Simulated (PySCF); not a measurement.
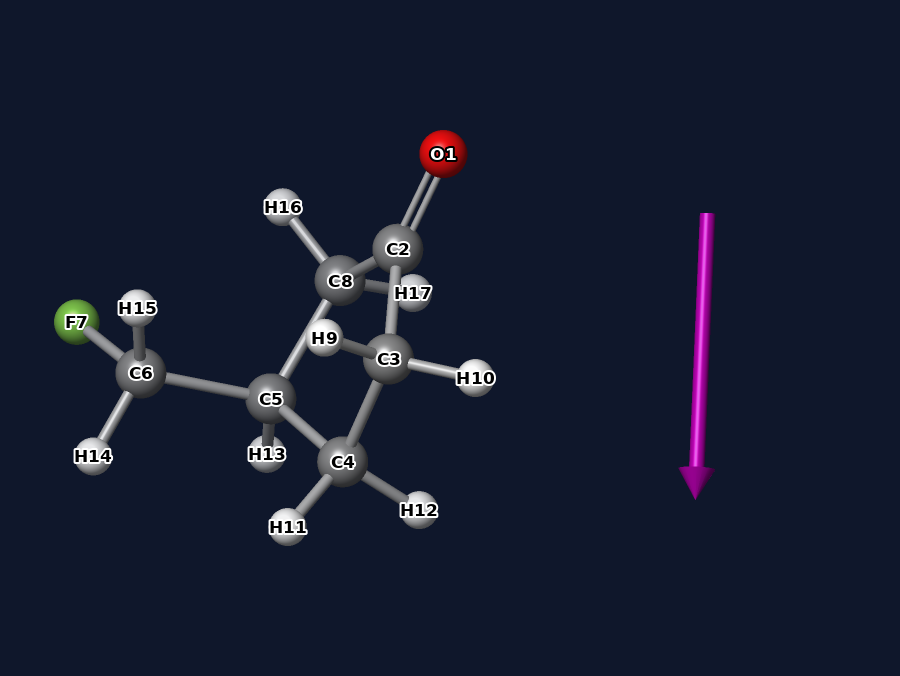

The arrow beside the molecule shows the direction of the dipole moment, from the negative to the positive end (its length means nothing). The computed structure is the end point of a GFN2-xTB optimisation. No frequency run is at hand to confirm it as a minimum. Properties computed with B3LYP/def2-SVPD, gas phase (PySCF 2.14.0).

Q: How large is the dipole moment?

A: 3.57 D; it points from the side of O1 to the side of H11 (the outermost atoms at the two ends).
